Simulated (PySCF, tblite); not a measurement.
# C2H9NPSi radical: geometry, infrared bands and EPR parameters

Aim: predict the infrared bands and EPR parameters of C2H9NPSi radical (`CN[CH][SiH2]P`).

Computed with tblite 0.8.0 and PySCF 2.14.0, with density-fitted response routines of our own, on a single molecule in the gas phase. Atoms are numbered from 0 throughout.

**1. Starting geometry**

14 atoms, charge 0, multiplicity 2; geometry from: force field or distance geometry start.

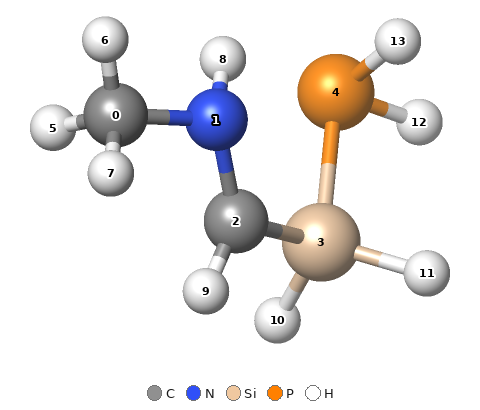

As it starts; carbon grey, nitrogen blue, silicon light orange, phosphorus orange, hydrogen white, atoms numbered; sticks join atoms by distance.

**2. Relaxing the molecule with GFN2-xTB**

The job: settings as JSON, then the geometry in Å.

```
{"job": {"kind": "relax", "xc": "GFN2-xTB", "basis": "xTB"}, "charge": 0, "multiplicity": 2}
C      2.439700    -0.191900     0.113500
N      1.046100    -0.148300     0.565800
C      0.260700     0.845700    -0.163400
Si    -1.561100     0.740900    -0.408400
P     -2.170000    -1.393800    -0.152000
H      2.489500    -0.485000    -0.941000
H      2.994200    -0.917200     0.699700
H      2.928100     0.786400     0.247700
H      0.645100    -1.092700     0.542700
H      0.707600     1.758600    -0.533100
H     -1.941600     1.181100    -1.762800
H     -2.287000     1.537300     0.614000
H     -3.567700    -1.163700    -0.083800
H     -1.984100    -1.458000     1.238800
```

On the command line:

```console
OMP_NUM_THREADS=1 python probes_run.py task.json out
```

This one command runs all jobs of the session in turn.

Standard output:

```text
step      E/eV     max force
  0    -434.12288    2.844
  1    -434.27203    1.048
  2    -434.34024    0.872
  3    -434.38735    0.407
  4    -434.40665    0.404
  5    -434.42672    0.376
  6    -434.43727    0.274
  7    -434.44451    0.231
  8    -434.44928    0.205
  9    -434.45252    0.143
 10    -434.45508    0.149
 11    -434.45743    0.146
 12    -434.45955    0.127
 13    -434.46137    0.110
 14    -434.46270    0.094
 15    -434.46376    0.089
 16    -434.46487    0.089
 17    -434.46627    0.102
 18    -434.46808    0.116
 19    -434.47011    0.118
 20    -434.47208    0.120
 21    -434.47404    0.124
 22    -434.47626    0.133
 23    -434.47854    0.120
 24    -434.48040    0.108
 25    -434.48184    0.094
 26    -434.48318    0.085
 27    -434.48460    0.099
 28    -434.48596    0.098
 29    -434.48709    0.088
 30    -434.48811    0.087
 31    -434.48911    0.092
 32    -434.48990    0.063
 33    -434.49032    0.037
 34    -434.49055    0.035
 35    -434.49077    0.042
 36    -434.49099    0.042
 37    -434.49113    0.021
 38    -434.49119    0.024
 39    -434.49125    0.025
 40    -434.49135    0.037
 41    -434.49151    0.047
 42    -434.49167    0.042
 43    -434.49177    0.021
 44    -434.49182    0.016
 45    -434.49185    0.018
 46    -434.49189    0.016
 47    -434.49192    0.014
 48    -434.49194    0.012
 49    -434.49197    0.016
 50    -434.49202    0.029
 51    -434.49211    0.037
 52    -434.49222    0.036
 53    -434.49231    0.026
 54    -434.49238    0.020
 55    -434.49245    0.026
 56    -434.49255    0.039
 57    -434.49268    0.036
 58    -434.49279    0.027
 59    -434.49286    0.021
 60    -434.49292    0.019
 61    -434.49298    0.028
 62    -434.49305    0.028
 63    -434.49311    0.019
 64    -434.49315    0.012
 65    -434.49317    0.009
```

Wall time 0.31 s (1 thread of Arm Neoverse V2, shared host).

Relaxation path: (not every step is listed)

```tsv
step	energy from step 0 (eV)	largest force (eV/Å)
0	0.0000	2.8443
1	-0.1491	1.0483
2	-0.2174	0.8718
3	-0.2645	0.4066
4	-0.2838	0.4038
5	-0.3038	0.3765
6	-0.3144	0.2744
7	-0.3216	0.2311
8	-0.3264	0.2052
13	-0.3385	0.1101
18	-0.3452	0.1158
23	-0.3557	0.1202
28	-0.3631	0.0982
33	-0.3674	0.0367
38	-0.3683	0.0244
43	-0.3689	0.0214
48	-0.3691	0.0124
53	-0.3694	0.0257
58	-0.3699	0.0274
60	-0.3700	0.0191
61	-0.3701	0.0280
62	-0.3702	0.0282
63	-0.3702	0.0187
64	-0.3703	0.0122
65	-0.3703	0.0093
```

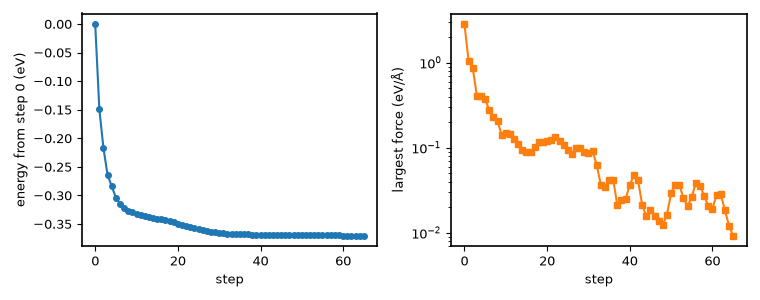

Energy and largest force along the relaxation.

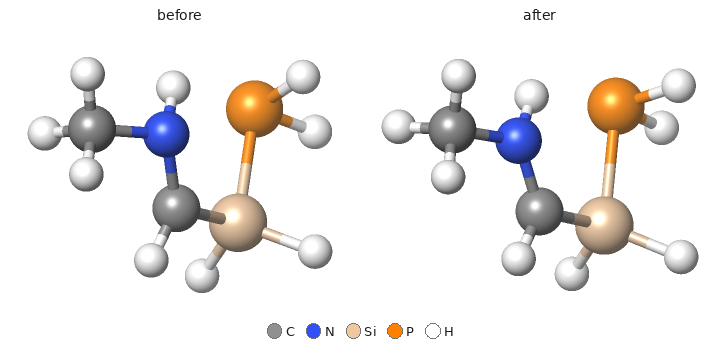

Before and after, at one scale.

Close pairs (by a distance rule), those that changed most:

```tsv
bond	before (Å)	after (Å)	change (Å)
N1–C2	1.462	1.367	-0.094
P4–H12	1.418	1.376	-0.042
C0–N1	1.466	1.436	-0.030
P4–H13	1.405	1.381	-0.024
Si3–P4	2.235	2.255	+0.020
C0–H7	1.102	1.090	-0.012
N1–H8	1.026	1.014	-0.012
Si3–H11	1.485	1.477	-0.009
```

The end geometry stands in the next job.

**3. Infrared spectrum with GFN2-xTB**

The job: settings as JSON, then the geometry in Å.

```
{"job": {"kind": "ir", "xc": "GFN2-xTB", "basis": "xTB"}, "charge": 0, "multiplicity": 2}
C      2.440053    -0.229155     0.068653
N      1.023883    -0.161638     0.298448
C      0.258521     0.877393    -0.153512
Si    -1.569924     0.787273    -0.329927
P     -2.005634    -1.402607    -0.015327
H      2.685533    -0.606506    -0.932398
H      2.895679    -0.888558     0.808012
H      2.866002     0.768478     0.172823
H      0.544305    -1.054888     0.332927
H      0.804887     1.792578    -0.325065
H     -2.057766     1.124630    -1.680050
H     -2.360238     1.597610     0.618182
H     -3.359429    -1.292741    -0.237811
H     -2.166549    -1.312344     1.352878
```

Standard output:

```text
mode    cm-1     km/mol
  1      63.2      2.50
  2      87.9      8.50
  3     101.1      2.86
  4     123.1      4.13
  5     150.3      0.69
  6     276.5      1.44
  7     396.8      0.16
  8     418.7     53.82
  9     464.0     12.50
 10     477.1     22.06
 11     517.2     26.85
 12     642.9    267.38
 13     660.4     91.25
 14     680.5     32.88
 15     695.0     42.92
 16     821.8    201.92
 17     847.5    194.99
 18    1043.5     11.37
 19    1085.9     20.84
 20    1113.3      8.16
 21    1158.3     16.49
 22    1257.1     10.11
 23    1293.1      1.28
 24    1411.4      3.15
 25    1467.8     22.33
 26    1468.6      8.04
 27    1491.3     18.77
 28    2097.0    336.39
 29    2146.5    194.59
 30    2327.5    129.20
 31    2427.9    137.50
 32    2895.4     54.60
 33    3002.5     30.28
 34    3017.6     17.37
 35    3069.1     37.44
 36    3341.7      7.90
```

Wall time 0.33 s (1 thread of Arm Neoverse V2, shared host).

Which atoms move in the most intense modes:

```tsv
cm⁻¹	km/mol	atoms
643	267.4	H11 29 %, H12 29 %, H10 28 %
660	91.2	H8 54 %, H9 23 %
822	201.9	H10 43 %, H11 43 %
848	195.0	C2 33 %, Si3 24 %, H9 12 %
2097	336.4	H11 69 %, H10 27 %
2146	194.6	H10 69 %, H11 28 %
2328	129.2	H13 67 %, H12 30 %
2428	137.5	H12 67 %, H13 30 %
```

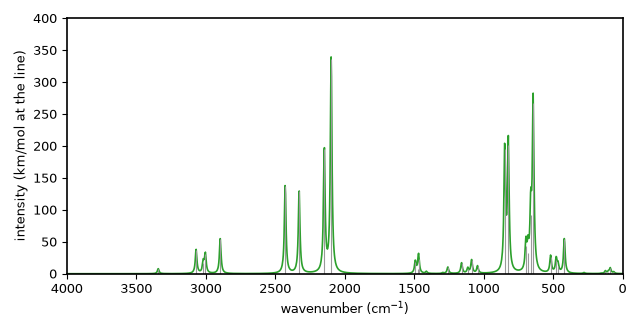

The infrared spectrum from these modes, unscaled. Lines are broadened to a width of 14 cm⁻¹ (Lorentzian).

**4. EPR parameters: B3LYP/pcH-1**

Same as in step 3 but for these lines:

```diff
@@ -1,2 +1,2 @@
-{"job": {"kind": "ir", "xc": "GFN2-xTB", "basis": "xTB"}, "charge": 0, "multiplicity": 2}
+{"job": {"kind": "epr", "basis": "pcH-1"}, "charge": 0, "multiplicity": 2}
 C      2.440053    -0.229155     0.068653
```

Level: UKS B3LYP, pcH-1 on C H N P Si, non-relativistic, mean-field spin-orbit, GIAO.

Standard output:

```text
UKS, coarse grid
  cycle   1  E = -767.17726612  |g| = 2.59e-01
  cycle   2  E = -767.17328308  |g| = 2.55e-01
  cycle   3  E = -767.20566910  |g| = 5.23e-02
  cycle   4  E = -767.20700826  |g| = 1.48e-02
  cycle   5  E = -767.20711541  |g| = 5.61e-03
  cycle   6  E = -767.20713315  |g| = 1.55e-03
  cycle   7  E = -767.20713514  |g| = 9.09e-04
UKS, final grid
  cycle   1  E = -767.20714392  |g| = 1.51e-03
  cycle   2  E = -767.20714221  |g| = 2.53e-03
  cycle   3  E = -767.20714487  |g| = 1.04e-04
  cycle   4  E = -767.20714487  |g| = 4.37e-05
  cycle   5  E = -767.20714488  |g| = 1.29e-05
E = -767.20714488 Eh   <S^2> = 0.7533 (exact 0.7500)
g shifts (ppm)      1          2          3
  rmc          -166       -166       -166
  gc             -3         40         26
  oz_so         -26        642       1488
  total        -194        516       1349
hyperfine (MHz)  atom isotope    a_iso     a_fc   dipolar eigenvalues
    0   13C       3.89       3.88     -2.48     -1.23      3.71
    1   14N      24.00      24.04    -16.35    -15.82     32.17
    2   13C      47.94      48.02    -55.57    -55.29    110.86
    3  29Si      41.15      41.19     -2.81     -0.15      2.95
    4   31P      -7.22      -7.23     -0.74     -0.56      1.30
    5    1H      42.80      42.79     -3.04     -2.70      5.74
    6    1H       5.59       5.59     -3.85     -2.99      6.84
    7    1H       8.23       8.22     -3.62     -3.27      6.90
    8    1H     -12.74     -12.76    -17.11     -6.98     24.09
    9    1H     -41.36     -41.37    -27.02      0.09     26.93
   10    1H      53.69      53.69     -3.11     -1.78      4.88
   11    1H      58.48      58.48     -2.87     -1.70      4.58
   12    1H      -1.48      -1.48     -0.91     -0.86      1.77
   13    1H       0.02       0.02     -1.55     -1.27      2.82
```

Wall time 48 s (1 thread of Arm Neoverse V2, shared host); peak memory 0.86 GiB.

Principal g values 2.00213, 2.00284, 2.00367; g(iso) = 2.00288, against 2.00232 for a free electron.

Hyperfine couplings; where a row names several nuclei, a(iso) is their mean (it holds for fast rotation or exchange) and the dipolar term the largest among them:

```tsv
nuclei	isotope	a(iso) (MHz)	a(iso) (G, at g = 2.0023)	largest dipolar term (MHz)
H10, H11	1H	56.1	20.0	4.9
C2	13C	47.9	17.1	110.9
H9	1H	-41.4	-14.8	-27.0
Si3	29Si	41.1	14.7	3.0
N1	14N	24.0	8.6	32.2
H5, H6, H7	1H	18.9	6.7	6.9
H8	1H	-12.7	-4.5	24.1
P4	31P	-7.2	-2.6	1.3
C0	13C	3.9	1.4	3.7
H12, H13	1H	-0.7	-0.3	2.8
```

Mulliken spin populations:

C0 -0.02; N1 0.24; C2 0.72; Si3 0.00; P4 0.00; H5 0.03; H6 0.00; H7 0.00; H8 -0.01; H9 -0.03; H10 0.03; H11 0.03; H12 0.00; H13 0.00

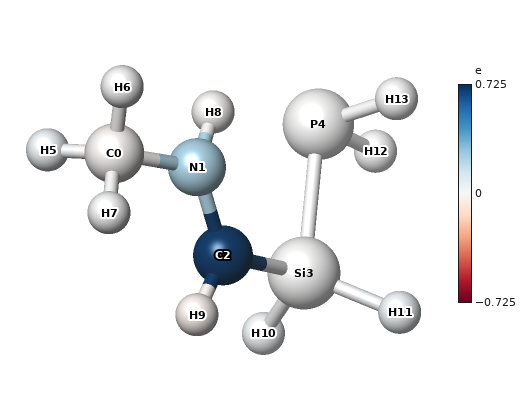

Mulliken spin populations, as colours on the atoms.

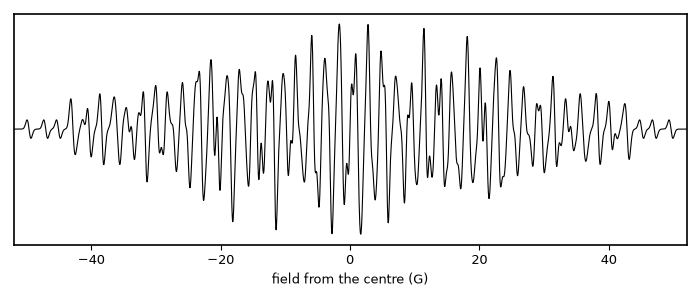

First-order isotropic spectrum (first derivative, main isotopes with spin only, couplings over 0.8 MHz, Gaussian width 0.3 G; couplings of the frozen geometry, rotation of groups not averaged beyond the rows shown).

Orbitals, density, ELF and potential are computed afterwards from the orbital file.

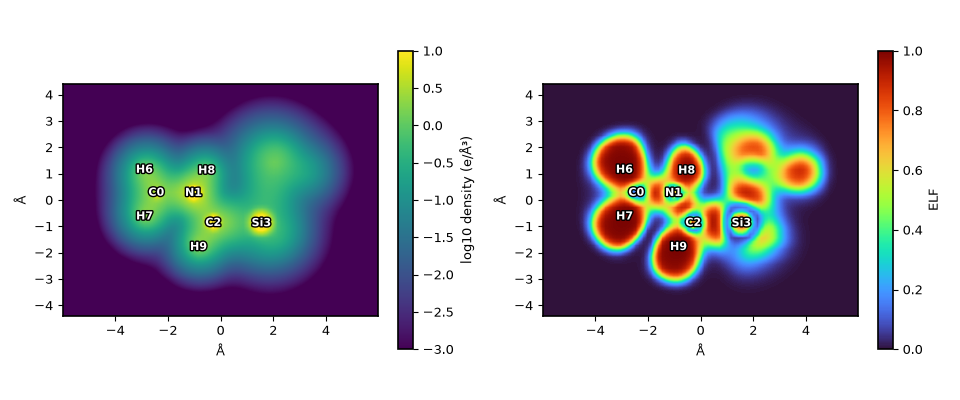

Density (left) and ELF (right) in a plane through or near 8 of the atoms.

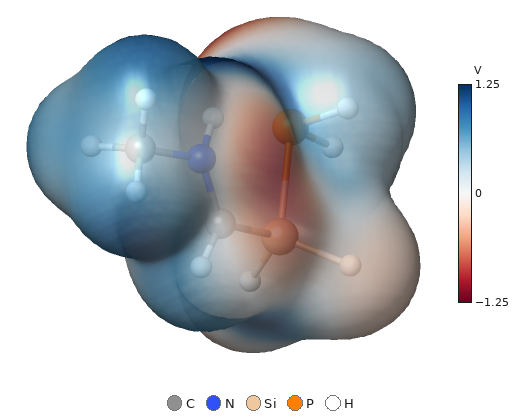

Electrostatic potential on the surface of density 0.002 e/bohr³; red is low, blue high. It runs from -0.87 V near P4 to 1.25 V near H8.

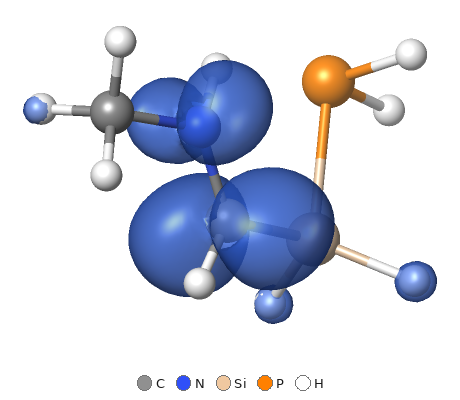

Spin density at ±0.03 e/Å³ (alpha excess blue, beta excess red).

**5. Summary of results**

| quantity | value |
| --- | --- |
| strongest single infrared mode (GFN2-xTB) | 2097 cm⁻¹, 336 km/mol |
| zero-point energy (GFN2-xTB) | 63.7 kcal/mol |
| g(iso) (B3LYP) | 2.00288 |
| ⟨S²⟩ | 0.753 (exact 0.75) |
| largest a(iso) (averaged by class) | 1H on H10, H11, 56.1 MHz |
| potential on the surface of density 0.002 e/bohr³, 1st and 99th percentile | -0.87 V and 1.25 V |

What this shows: The optimisation took 65 steps and gained 0.370 eV; among the close pairs (by a distance rule), N1–C2 changed most, from 1.462 to 1.367 Å. No mode is imaginary among the 36: a minimum at this level. The strongest single mode, at 2097 cm⁻¹, moves mainly H11. Unscaled tight-binding wavenumbers are off by several per cent, some by more. Its intensities can rank the bands wrongly. The largest share of the spin, 0.72 e, sits on C2. The isotropic g lies 0.6 ppt above the free-electron value. These values are for one conformer; the search (at its own cheap level) found 2 more, at 0.43, 1.19 kcal/mol, and measured spectra average over such forms.
